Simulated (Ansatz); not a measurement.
**O2− (sextet): from Hartree-Fock to the top rungs, aug-cc-pVTZ**

Aim: climb from Hartree-Fock through coupled cluster for O2− (sextet) at one geometry and basis, and see what each rung misses.

The runs use Ansatz 0.2.0, Gaussian basis; aug-cc-pVTZ, core rule «outside noble gas», up to 2 orbitals frozen.

To be run: UHF; CCSD(T) on ROHF; CCSD(T) on UHF; BCCD(T) on ROHF; CCSDT(Q) on ROHF; CCSDT(Q) on UHF.

4 further runs of the same task are left out: 1 for a known fault of the program, 3 set aside as unsound or not needed.

### Step 1. What is computed

The geometry is a PBE0/def2-TZVPD stationary point (not a proven minimum) of the parent state, kept for this charge and spin.

2 atoms, charge -1, spin multiplicity 6.

Atoms are counted from 1 here; the program's logs count them from 0.

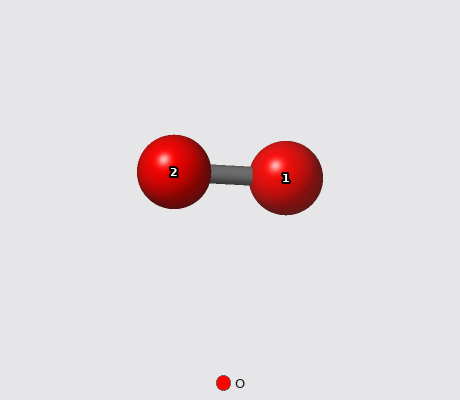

The geometry (oxygen red); atoms are numbered from 1 in the order of the file.

Geometry (Å):

```xyz
2
O2
O     0.00000    0.00000    0.00000
O     0.00000    0.00000    1.20140
```

In the tables R marks a restricted open-shell determinant and U an unrestricted one; energies count from the table's Hartree-Fock row.

### Step 2. UHF

Input file in.yaml:

```yaml
crystal:
  periodic: [false, false, false]
  atoms:
    - {symbol: O, position_ang: [0.000000, 0.000000, 0.000000]}
    - {symbol: O, position_ang: [0.000000, 0.000000, 1.201400]}
basis:
  gaussian: {orbitals: aug-cc-pVTZ}
total_charge: -1
magnetization: {spin_polarized: true, initial_magnetization: 5}
hamiltonian: {xc: hf}
output: {orbitals: {seedname: orbitals}}
```

Started as:

```sh
ansatz run in.yaml --threads 1 --pin off --events-out ev --progress --plain --max-ram 4096MiB --backend cpu
```

Output:

```text
Functional definition: HF
  name "HF"
  cite "Fock, Z. Phys. 61, 126 (1930) doi:10.1007/BF01340294"
  parent pbe
  exchange = exact_x
  correlation = 0
542 factors; their error is unknown
mean field evaluation 1: about -4041.8985 eV, gradient 5.7e1 eV
mean field evaluation 2: about -4049.4324 eV, gradient 4.6e1 eV
mean field evaluation 4: about -4056.9625 eV, gradient 4.1e0 eV
mean field evaluation 8: about -4057.4120 eV, gradient 2.6e-1 eV
mean field evaluation 16: about -4041.9165 eV, gradient 5.8e1 eV
mean field evaluation 32: about -4059.9417 eV, gradient 1.2e-5 eV
mean field evaluation 64: about -4057.5612 eV, gradient 1.1e1 eV
mean field evaluation 96: about -4059.3146 eV, gradient 2.4e0 eV
mean field evaluation 128: about -4059.0684 eV, gradient 2.2e-1 eV
mean field evaluation 160: about -4059.4756 eV, gradient 4.5e0 eV
mean field evaluation 192: about -4057.6517 eV, gradient 1.6e-1 eV
mean field evaluation 224: about -4057.4352 eV, gradient 2.3e-3 eV
a density is far from that of the atoms, so the factors are made again for it
609 factors; integrals over basis functions are off by at most 9.5e-4 eV
mean field -4059.94193621 eV, -149.2001142281 hartree, gradient 3.0e-5 eV, S^2 8.781747; 0 other end points of the search recorded, 0 dependent functions left out
reference -4059.94193621 eV, -149.2001142281 hartree; 11, 6 occupied and 81, 86 virtual orbitals, 609 factors
Total energy: -4059.94193621 eV, -149.2001142281 hartree
```

It took 4 s on 1 thread of AMD EPYC 7R13, shared host.

From the report: ⟨S²⟩ of the determinant 8.782 (pure sextet: 8.75).

### Step 3. CCSD(T) on ROHF

Input file in.yaml:

```yaml
crystal:
  periodic: [false, false, false]
  atoms:
    - {symbol: O, position_ang: [0.000000, 0.000000, 0.000000]}
    - {symbol: O, position_ang: [0.000000, 0.000000, 1.201400]}
basis:
  gaussian: {orbitals: aug-cc-pVTZ}
total_charge: -1
magnetization: {spin_polarized: false, initial_magnetization: 5}
correlation: {method: ccsd_t, electrons: outside_noble_gas}
output: {forces: true}
```

Started as:

```sh
ansatz run in.yaml --threads 2 --pin off --events-out ev --progress --plain --max-ram 24576MiB --backend cuda --devices 0, --max-vram 18GiB
```

Output, shortened:

```text
Functional definition: HF
  name "HF"
  cite "Fock, Z. Phys. 61, 126 (1930) doi:10.1007/BF01340294"
  parent pbe
[...]
573 factors; integrals over basis functions are off by at most 9.9e-4 eV
[...]
a density is far from that of the atoms, so the factors are made again for it
609 factors; integrals over basis functions are off by at most 9.5e-4 eV
[...]
mean field -4059.38460177 eV, -149.1796325652 hartree, gradient 1.0e-6 eV, S^2 8.750000; 31 other end points of the search recorded, 0 dependent functions left out
[...]
determinant -4059.38460177 eV, -149.1796325652 hartree, with singles and doubles -4070.32213660 eV, -149.5815795565 hartree
determinant -4058.50296036 eV, -149.1472328412 hartree, with singles and doubles -4069.40705447 eV, -149.5479509085 hartree
determinant -4058.31832727 eV, -149.1404477004 hartree, with singles and doubles -4069.33376115 eV, -149.5452574287 hartree
[...]
determinant -4055.88873390 eV, -149.0511617909 hartree, with singles and doubles -4066.56606273 eV, -149.4435463880 hartree
2 core orbitals not correlated: weight in the atoms' cores, before any rotation towards them, 1.000 or more for the frozen orbitals, at most 0.000 for the correlated occupied ones
reference -4059.38460177 eV, -149.1796325652 hartree; 9, 4 occupied and 81, 86 virtual orbitals, 609 factors
second order -10.09253425 eV of doubles, -0.35553053 eV of singles
cycle   1  -10.87943896 eV  change    -1.1e0 eV  update   2.0e-2
[...]
cycle  14  -10.92119474 eV  change    1.3e-7 eV  update   1.6e-7
perturbative correction -0.39248253 eV, -0.0144234670 hartree
[...]
Total energy: -4070.69827904 eV, -149.5954025365 hartree
Atom 0 at     0.000000     0.000000     0.000000 Å, force    -0.000000    -0.000000   -15.011415 eV/Å
Atom 1 at     0.000000     0.000000     1.201400 Å, force     0.000000     0.000000    15.011415 eV/Å
Dipole moment:    -0.000000     0.000000     0.000000 e Å
```

Wall time 28 s (1 × H100 (card shared with other runs) with 2 threads of AMD EPYC 7R13, shared host); peak host memory 0.91 GiB.

From the report: correlation -11.3137 eV; T1 0.032; largest double amplitude 0.07.

### Step 4. CCSD(T) on UHF

Edit in.yaml of step 3 so:

```diff
@@ -8,3 +8,3 @@
 total_charge: -1
-magnetization: {spin_polarized: false, initial_magnetization: 5}
+magnetization: {spin_polarized: true, initial_magnetization: 5}
 correlation: {method: ccsd_t, electrons: outside_noble_gas}
```

Launched as before.

Output, shortened:

```text
Functional definition: HF
  name "HF"
  cite "Fock, Z. Phys. 61, 126 (1930) doi:10.1007/BF01340294"
  parent pbe
[...]
573 factors; integrals over basis functions are off by at most 9.9e-4 eV
[...]
a density is far from that of the atoms, so the factors are made again for it
609 factors; integrals over basis functions are off by at most 9.5e-4 eV
[...]
mean field -4059.94193621 eV, -149.2001142281 hartree, gradient 3.1e-6 eV, S^2 8.781747; 30 other end points of the search recorded, 0 dependent functions left out
determinant -4059.94193621 eV, -149.2001142281 hartree, with singles and doubles -4070.32421514 eV, -149.5816559414 hartree
determinant -4059.05647814 eV, -149.1675742443 hartree, with singles and doubles -4069.40602809 eV, -149.5479131897 hartree
determinant -4058.90072988 eV, -149.1618506013 hartree, with singles and doubles -4069.34282236 eV, -149.5455904221 hartree
[...]
determinant -4056.46886261 eV, -149.0724811277 hartree, with singles and doubles -4066.58455487 eV, -149.4442259615 hartree
2 core orbitals not correlated: weight in the atoms' cores, before any rotation towards them, 1.000 or more for the frozen orbitals, at most 0.000 for the correlated occupied ones
reference -4059.94193621 eV, -149.2001142281 hartree; 9, 4 occupied and 81, 86 virtual orbitals, 609 factors
second order -9.68590449 eV of doubles, -0.00000000 eV of singles
cycle   1  -10.34237700 eV  change    -1.2e0 eV  update   2.1e-2
[...]
cycle  14  -10.38493870 eV  change    8.2e-8 eV  update   1.5e-7
perturbative correction -0.37470632 eV, -0.0137702033 hartree
[...]
Total energy: -4070.70158123 eV, -149.5955238896 hartree
Atom 0 at     0.000000     0.000000     0.000000 Å, force    -0.000000    -0.000000   -15.017201 eV/Å
Atom 1 at     0.000000     0.000000     1.201400 Å, force     0.000000     0.000000    15.017201 eV/Å
Dipole moment:     0.000000     0.000000    -0.000000 e Å
```

Wall time 22 s (1 × H100 (card shared with other runs) with 2 threads of AMD EPYC 7R13, shared host); peak host memory 0.9 GiB.

From the report: ⟨S²⟩ of the determinant 8.782 (pure sextet: 8.75); correlation -10.7596 eV; T1 0.031; largest double amplitude 0.07.

### Step 5. BCCD(T) on ROHF

Input file in.yaml:

```yaml
crystal:
  periodic: [false, false, false]
  atoms:
    - {symbol: O, position_ang: [0.000000, 0.000000, 0.000000]}
    - {symbol: O, position_ang: [0.000000, 0.000000, 1.201400]}
basis:
  gaussian: {orbitals: aug-cc-pVTZ}
total_charge: -1
magnetization: {spin_polarized: false, initial_magnetization: 5}
correlation: {method: bccd_t, electrons: outside_noble_gas}
```

The command is unchanged.

Output, shortened:

```text
Functional definition: HF
  name "HF"
  cite "Fock, Z. Phys. 61, 126 (1930) doi:10.1007/BF01340294"
  parent pbe
[...]
573 factors; integrals over basis functions are off by at most 9.9e-4 eV
[...]
a density is far from that of the atoms, so the factors are made again for it
609 factors; integrals over basis functions are off by at most 9.5e-4 eV
[...]
mean field -4059.38460177 eV, -149.1796325652 hartree, gradient 1.0e-6 eV, S^2 8.750000; 31 other end points of the search recorded, 0 dependent functions left out
[...]
determinant -4059.38460177 eV, -149.1796325652 hartree, with singles and doubles -4070.32213660 eV, -149.5815795565 hartree
determinant -4058.50296036 eV, -149.1472328412 hartree, with singles and doubles -4069.40705447 eV, -149.5479509085 hartree
determinant -4058.31832727 eV, -149.1404477004 hartree, with singles and doubles -4069.33376115 eV, -149.5452574287 hartree
[...]
determinant -4056.02691177 eV, -149.0562397339 hartree, with singles and doubles -4066.97042582 eV, -149.4584064572 hartree
determinant -4055.91074641 eV, -149.0519707355 hartree, with singles and doubles -4067.16864796 eV, -149.4656909865 hartree
determinant -4055.88873390 eV, -149.0511617909 hartree, with singles and doubles -4066.56606273 eV, -149.4435463880 hartree
2 core orbitals not correlated: weight in the atoms' cores, before any rotation towards them, 1.000 or more for the frozen orbitals, at most 0.000 for the correlated occupied ones
reference -4059.38460177 eV, -149.1796325652 hartree; 9, 4 occupied and 81, 86 virtual orbitals, 609 factors
second order -10.09253425 eV of doubles, -0.35553053 eV of singles
cycle   1  -10.89003200 eV  change    -1.1e0 eV  update   2.0e-2
[...]
cycle  10  -10.91511975 eV  change    5.4e-7 eV  update   1.1e-5
perturbative correction -0.40033715 eV, -0.0147121188 hartree
Total energy: -4070.70005866 eV, -149.5954679363 hartree
```

Wall time 22 s (1 × H100 (card shared with other runs) with 2 threads of AMD EPYC 7R13, shared host); peak host memory 0.8 GiB.

From the report: correlation -11.3155 eV; largest double amplitude 0.06.

### Step 6. CCSDT(Q) on ROHF

Edit in.yaml of step 5 so:

```diff
@@ -9,2 +9,2 @@
 magnetization: {spin_polarized: false, initial_magnetization: 5}
-correlation: {method: bccd_t, electrons: outside_noble_gas}
+correlation: {method: ccsdt_q, electrons: outside_noble_gas}
```

Launched as before.

Output, shortened:

```text
Functional definition: HF
  name "HF"
  cite "Fock, Z. Phys. 61, 126 (1930) doi:10.1007/BF01340294"
  parent pbe
[...]
1100 factors; integrals over basis functions are off by at most 1.1e-7 eV
[...]
a density is far from that of the atoms, so the factors are made again for it
1134 factors; integrals over basis functions are off by at most 1.5e-7 eV
[...]
mean field -4059.38460387 eV, -149.1796326424 hartree, gradient 2.9e-6 eV, S^2 8.750000; 31 other end points of the search recorded, 0 dependent functions left out
[...]
determinant -4059.38460387 eV, -149.1796326424 hartree, with singles and doubles -4070.32215393 eV, -149.5815801933 hartree
determinant -4058.50296235 eV, -149.1472329142 hartree, with singles and doubles -4069.40707131 eV, -149.5479515274 hartree
determinant -4058.31832918 eV, -149.1404477706 hartree, with singles and doubles -4069.33377799 eV, -149.5452580477 hartree
[...]
determinant -4056.02691374 eV, -149.0562398062 hartree, with singles and doubles -4066.97057406 eV, -149.4584119052 hartree
determinant -4055.91074842 eV, -149.0519708092 hartree, with singles and doubles -4067.16867201 eV, -149.4656918703 hartree
determinant -4055.88873593 eV, -149.0511618653 hartree, with singles and doubles -4066.56607903 eV, -149.4435469870 hartree
2 core orbitals not correlated: weight in the atoms' cores, before any rotation towards them, 1.000 or more for the frozen orbitals, at most 0.000 for the correlated occupied ones
reference -4059.38460387 eV, -149.1796326424 hartree; 9, 4 occupied and 81, 86 virtual orbitals, 1134 factors
second order -10.09255139 eV of doubles, -0.35553062 eV of singles
cycle   1  -10.56893929 eV  change   -1.1e-1 eV  update   8.5e-2
[...]
cycle  20  -11.33999840 eV  change   -1.5e-6 eV  update   7.5e-7
perturbative correction -0.02686467 eV, -0.0009872583 hartree
Total energy: -4070.75146694 eV, -149.5973571556 hartree
```

Wall time 91 s (1 × H100 (card shared with other runs) with 2 threads of AMD EPYC 7R13, shared host); peak host memory 1.9 GiB.

From the report: correlation -11.3669 eV; T1 0.033; largest double amplitude 0.07.

### Step 7. CCSDT(Q) on UHF

Edit in.yaml of step 6 so:

```diff
@@ -8,3 +8,3 @@
 total_charge: -1
-magnetization: {spin_polarized: false, initial_magnetization: 5}
+magnetization: {spin_polarized: true, initial_magnetization: 5}
 correlation: {method: ccsdt_q, electrons: outside_noble_gas}
```

Launched as before.

Output, shortened:

```text
Functional definition: HF
  name "HF"
  cite "Fock, Z. Phys. 61, 126 (1930) doi:10.1007/BF01340294"
  parent pbe
[...]
1100 factors; integrals over basis functions are off by at most 1.1e-7 eV
[...]
a density is far from that of the atoms, so the factors are made again for it
1134 factors; integrals over basis functions are off by at most 1.5e-7 eV
[...]
mean field -4059.94193852 eV, -149.2001143130 hartree, gradient 2.4e-6 eV, S^2 8.781747; 30 other end points of the search recorded, 0 dependent functions left out
determinant -4059.94193852 eV, -149.2001143130 hartree, with singles and doubles -4070.32423160 eV, -149.5816565463 hartree
determinant -4059.05648032 eV, -149.1675743244 hartree, with singles and doubles -4069.40604414 eV, -149.5479137796 hartree
determinant -4058.90073200 eV, -149.1618506792 hartree, with singles and doubles -4069.34283821 eV, -149.5455910044 hartree
[...]
determinant -4056.57967280 eV, -149.0765533270 hartree, with singles and doubles -4066.97784191 eV, -149.4586789935 hartree
determinant -4056.47156891 eV, -149.0725805821 hartree, with singles and doubles -4067.13139953 eV, -149.4643221321 hartree
determinant -4056.46886484 eV, -149.0724812097 hartree, with singles and doubles -4066.58456972 eV, -149.4442265073 hartree
2 core orbitals not correlated: weight in the atoms' cores, before any rotation towards them, 1.000 or more for the frozen orbitals, at most 0.000 for the correlated occupied ones
reference -4059.94193852 eV, -149.2001143130 hartree; 9, 4 occupied and 81, 86 virtual orbitals, 1134 factors
second order -9.68592089 eV of doubles, -0.00000000 eV of singles
cycle   1  -9.99681416 eV  change   -3.1e-1 eV  update   8.7e-2
[...]
cycle  20  -10.78839170 eV  change   -1.5e-6 eV  update   8.8e-7
perturbative correction -0.02544534 eV, -0.0009350990 hartree
Total energy: -4070.75577556 eV, -149.5975154944 hartree
```

It took 2 min on 1 × H100 (card shared with other runs) with 2 threads of AMD EPYC 7R13, shared host; peak host memory 1.5 GiB.

From the report: ⟨S²⟩ of the determinant 8.782 (pure sextet: 8.75); correlation -10.8138 eV; T1 0.032; largest double amplitude 0.07.

### Step 8. Misses and costs

The yardstick is UCCSDT(Q), where the cluster series has nearly closed. Rows without a time come out of other runs: HF, MP2 and CCSD of CCSD(T), CCSDT of CCSDT(Q). The times of RCCSD(T), UCCSD(T) include forces.

Differences are taken before rounding.

| method | energy from the lowest RHF (kcal/mol) | from UCCSDT(Q) (kcal/mol) | time |
| --- | --- | --- | --- |
| RHF | 0.00 | +262.23 |  |
| UHF | -12.85 | +249.37 |  |
| RMP2 | -240.94 | +21.29 |  |
| UMP2 | -236.21 | +26.01 |  |
| RCCSD | -251.85 | +10.38 |  |
| UCCSD | -252.33 | +9.89 |  |
| RCCSD(T) | -260.90 | +1.33 | 28 s |
| UCCSD(T) | -260.98 | +1.25 | 22 s |
| BCCD(T) | -260.94 | +1.28 | 22 s |
| RCCSDT | -261.51 | +0.72 |  |
| UCCSDT | -261.64 | +0.59 |  |
| RCCSDT(Q) | -262.13 | +0.10 | 91 s |
| UCCSDT(Q) | -262.23 | 0 | 2 min |

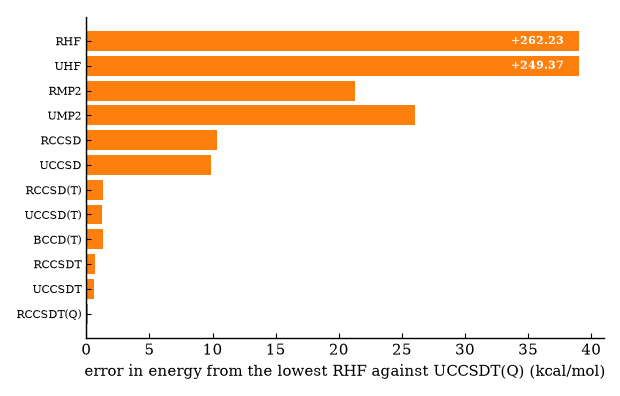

Deviations from UCCSDT(Q), method by method. Bars with a number in them are cut short.

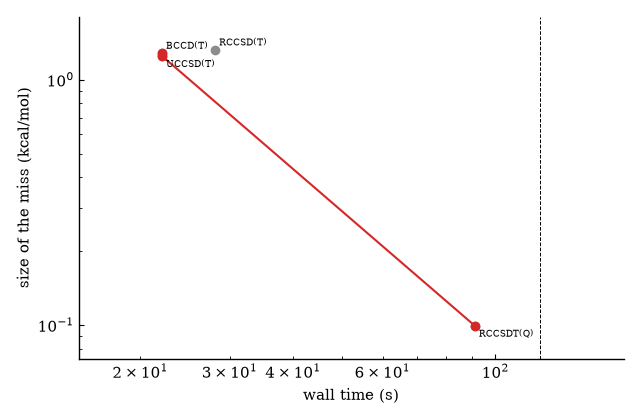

Accuracy for the time spent; red marks the levels that beat every quicker one drawn (of those quicker than the yardstick), and the dashed line is the time of UCCSDT(Q). Times are from a shared host.

### Step 9. What came out

```
                         quantity                      value
   UCCSDT(Q) below the RHF energy                -11.3712 eV
              RMP2 from UCCSDT(Q)            +21.29 kcal/mol
              UMP2 from UCCSDT(Q)            +26.01 kcal/mol
             RCCSD from UCCSDT(Q)            +10.38 kcal/mol
          RCCSD(T) from UCCSDT(Q)             +1.33 kcal/mol
          UCCSD(T) from UCCSDT(Q)             +1.25 kcal/mol
         RCCSDT(Q) from UCCSDT(Q)             +0.10 kcal/mol
levels within 1 kcal/mol (43 meV)  RCCSDT, UCCSDT, RCCSDT(Q)
                    T1 diagnostic                      0.032
```

What this shows: RCCSD(T) lands +1.33 kcal/mol from the yardstick (0.5 % of the correlation energy). These misses are within one basis, not against nature; the frozen cores of restricted and unrestricted runs differ, which can shift their rows. The highest orbital lies above zero: the basis alone holds the extra electron.

For cost: RCCSDT(Q) gets within 0.10 kcal/mol in 91 s, where UCCSDT(Q) took 2 min; the quickest level in the cost chart, BCCD(T), takes 22 s and misses by 1.28 kcal/mol.
